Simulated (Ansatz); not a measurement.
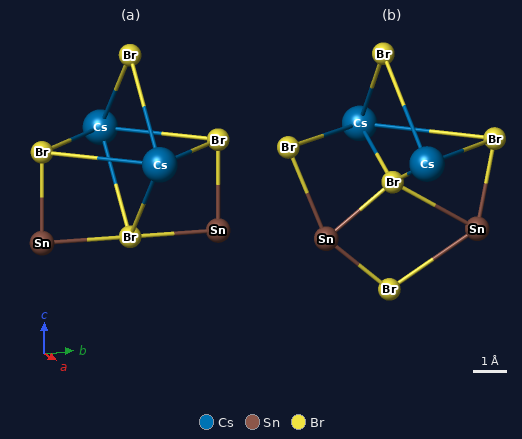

Left: perfect CsSnBr$_{3}$. Right: the same region with one point defect, after relaxing the atoms in a supercell of 40 sites. The picture is a ball-and-stick view of the atoms within 3.8 Å of one point, seen slightly off an axis.

Computed with DFT, PBEsol, PAW, plane waves in Ansatz 0.2.0. Set-up: plane-wave cutoff 420 eV; k-point mesh 1 × 1 × 1; mesh shifted by (0.25, 0.25, 0.25); no spin polarisation. Fermi-Dirac smearing of 0.01 eV. A uniform background neutralises the charged cell. The axes drawn are those of the host's conventional cell.

> What kind of defect was made?

An extra bromine atom is put between the host's atoms (an interstitial).

The charge state of the cell is +1.

> How does the lattice respond?

The Br atom starts with 4 Br at 2.87 to 2.88 Å, 2 Cs at 2.87 to 2.88 Å around its place and ends with 1 Sn at 2.70 Å. Of the host's atoms, a bromine atom moves furthest from its site, by 1.67 Å. The Br atom itself moves 1.13 Å from where it was put.

Limits of the set-up: the cell is charged, on a uniform background, and energies carry no finite-size correction.
